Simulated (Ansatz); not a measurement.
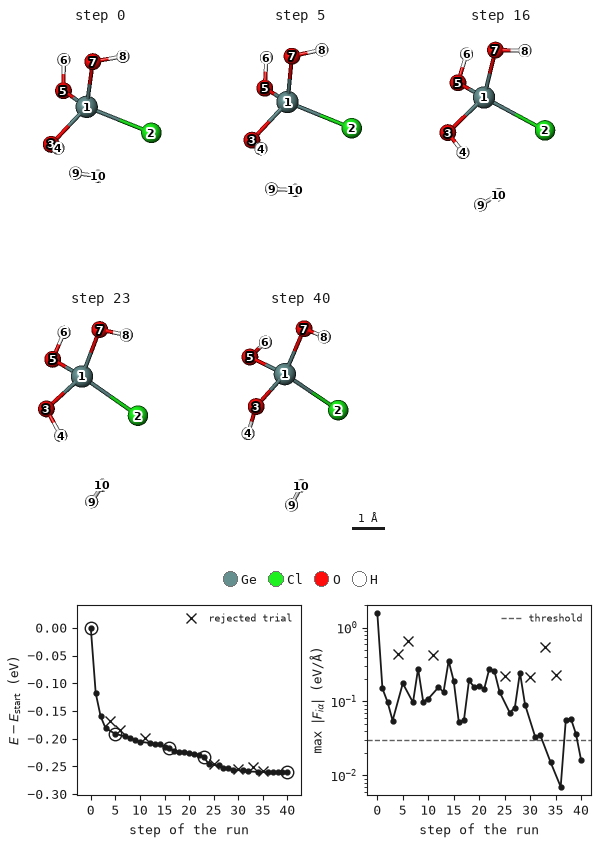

Frames of a relaxation of GeH₅O₃Cl, marked on the history of the run. Style: ball-and-stick. Shown from a free direction.

The run prepares an end point of a later path (reaction) calculation, from a guessed geometry.

All numbers below come from RKS BLYP/def2-SVP in Ansatz.

The input:
```yaml
crystal:
  periodic: [false, false, false]
  atoms:
    - { symbol: Ge, position_ang: [-0.083061, -0.155844, 0.023697] }
    - { symbol: Cl, position_ang: [-0.076522, -0.354824, 2.230226] }
    - { symbol: O, position_ang: [1.558343, -0.145719, -0.665403] }
    - { symbol: H, position_ang: [1.933923, -1.048207, -0.626635] }
    - { symbol: O, position_ang: [-0.86052, 1.355501, -0.509565] }
    - { symbol: H, position_ang: [-1.741335, 1.134242, -0.875521] }
    - { symbol: O, position_ang: [-1.018042, -1.565319, -0.586599] }
    - { symbol: H, position_ang: [-1.390802, -2.071253, 0.164652] }
    - { symbol: H, position_ang: [1.239496, 2.10134, 0.898261] }
    - { symbol: H, position_ang: [1.143519, 1.812483, 1.550387] }
basis:
  gaussian: { orbitals: def2-SVP }
hamiltonian:
  xc: blyp
relax:
  f_tol: 0.03
  max_steps: 50
```

Launched with:
```bash
ansatz run input.yaml --threads 4 --pin off --max-ram 5120MiB --backend cpu --events-out ev --progress --plain --runs-dir out
```

> Describe the path.

The atom that moves furthest after the best rigid fit is H9 (1.80 Å). By element the largest moves are H 1.80 Å, O 1.00 Å, Ge 0.59 Å, Cl 0.53 Å. Among the contacts that change: H9–H10 0.720 → 0.766 Å, Ge1–O7 1.798 → 1.782 Å, Ge1–Cl2 2.215 → 2.207 Å. Bond angles that change, for instance: Cl2–Ge1–O7 105.6° → 110.2°, Ge1–O5–H6 108.2° → 110.9°, O3–Ge1–O5 106.4° → 109.0°. Groups turn about Ge1–O3 by about 125°, Ge1–O7 by about 60°, Ge1–O5 by about 55°. After 33 accepted moves (40 points after the start) the energy has fallen by 0.261 eV. Largest force component: 1.6 eV/Å at the start, 0.016 eV/Å at the end. The line search rejected the trial steps at points 4, 6, 11, 25, 30, 33, 35 of the run. The forces were under the threshold at step 34, but the run went on from there. From step 0 to 5: H9 moves most (0.67 Å), energy −0.191 eV. From step 5 to 16: H9 moves most (0.63 Å), energy −0.026 eV. From step 16 to 23: H9 moves most (0.55 Å), energy −0.015 eV. From step 23 to 40: H4 moves most (0.56 Å), energy −0.028 eV.

```csv
step,"E − E(0), eV","largest force component, eV/Å",note
0,0.0000,1.5571,
1,-0.1176,0.1500,
2,-0.1595,0.0985,
3,-0.1809,0.0552,
4,-0.1686,0.4419,rejected
5,-0.1912,0.1758,
6,-0.1851,0.6524,rejected
7,-0.1958,0.0971,
8,-0.1978,0.2781,
9,-0.2026,0.1000,
10,-0.2053,0.1087,
12,-0.2077,0.1557,
13,-0.2096,0.1348,
15,-0.2140,0.1895,
16,-0.2172,0.0523,
18,-0.2235,0.1930,
19,-0.2244,0.1568,
21,-0.2278,0.1499,
23,-0.2321,0.2549,
24,-0.2461,0.1346,
26,-0.2480,0.0707,
27,-0.2528,0.0828,
29,-0.2559,0.0907,
31,-0.2573,0.0331,
32,-0.2589,0.0349,
34,-0.2597,0.0152,
35,-0.2585,0.2274,rejected
37,-0.2603,0.0558,
38,-0.2604,0.0587,
40,-0.2606,0.0162,
```

Limits of the set-up: the start holds two separate molecules, 2.6 Å apart at their closest, whose relative position is a soft coordinate and is computed without a dispersion correction.
